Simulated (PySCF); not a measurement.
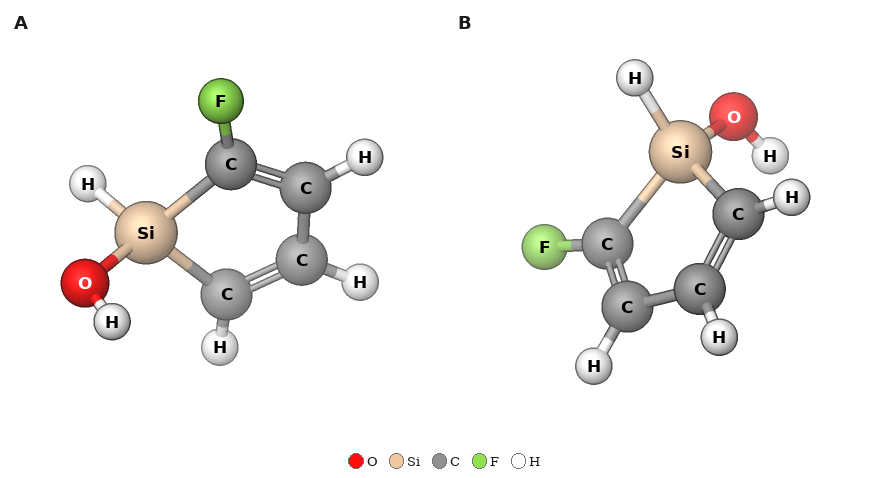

Atoms fade into the background with distance from the viewer. The computed structure is the end point of a PBE0-D3(BJ)/def2-SVP optimisation. No frequency run is at hand to confirm it as a minimum.

Question: How are A and B related: the same structure turned, mirror images, conformers, diastereomers or constitutional isomers?

Answer: They are the same structure, C4H5FOSi (O[Si@@H]1C=CC=C1F), seen from two directions: a rotation takes one into the other. The geometry is chiral (C1), so its mirror image would differ.
